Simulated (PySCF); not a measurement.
**C$_{2}$H$_{11}$NSi$_{2}$ (SMILES CN[SiH2][SiH2]C): density, localisation and related maps**

```xyz
16

C    -2.7686    0.0325    0.2022
N    -1.3367    0.1843    0.2753
Si   -0.3338    0.2846   -1.1214
Si    1.8415    0.4743   -0.3912
C     2.3126   -0.8341    0.9058
H    -3.0090   -0.5733   -0.6681
H    -3.1445   -0.4732    1.0946
H    -3.2892    0.9917    0.1026
H    -1.0647    0.6953    1.1014
H    -0.7138    1.3866   -2.0340
H    -0.6577   -0.9405   -1.8701
H     2.7662    0.3204   -1.5238
H     2.1649    1.7867    0.1963
H     3.3499   -0.7375    1.2142
H     1.6960   -0.7516    1.7966
H     2.1792   -1.8372    0.5106
```

Geometry: GFN2-xTB.

Theory: CAM-B3LYP/def2-SVPD, SCF density, gas phase in PySCF 2.14.0.

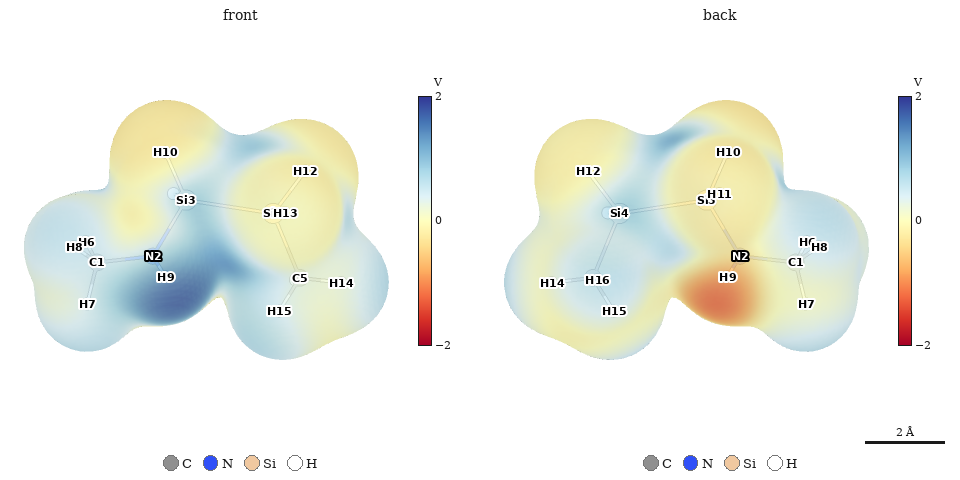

Figure 1. The molecular electrostatic potential painted on the density surface at 0.002 e/bohr³, seen from the front and from behind; the colour scale runs from red (negative) to blue (positive).

> Where is the surface potential most negative and most positive?

The most negative region (about −1.0 V) lies over N2, the most positive (about +1.6 V) over H9. N2 is the likeliest acceptor of a hydrogen bond.

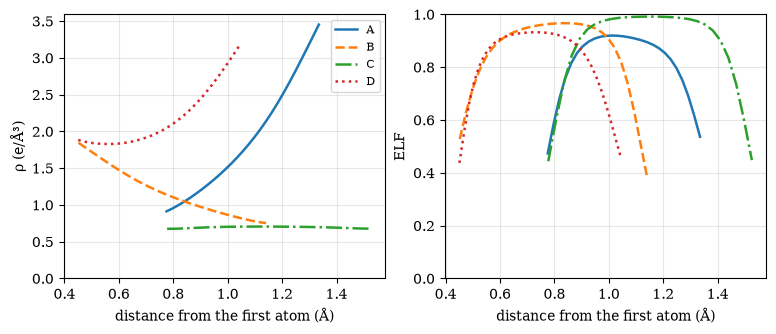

Figure 2. Electron density and ELF along straight lines between neighbouring atoms. The curves leave out the atomic cores.

> Which curve belongs to which contact (C–N, C–Si, Si–N and Si–Si)? The first atom named is at distance zero.

Curve A: Si–N (1.72 Å): ρ at the midpoint is about 1.1 e/Å³; the ELF peaks at about 0.90 between the atoms (a polar covalent bond). Curve B: C–Si (1.90 Å): ρ at the midpoint is about 0.92 e/Å³; the ELF peaks at about 0.95 between the atoms, as expected for a covalent bond. Curve C: Si–Si (2.30 Å): the density is about 0.71 e/Å³ at the midpoint; the ELF peaks at about 1 between the atoms (a covalent bond). Curve D: C–N (1.44 Å): ρ is about 1.9 e/Å³ halfway; the ELF peaks at about 0.95 between the atoms; a shared electron pair.
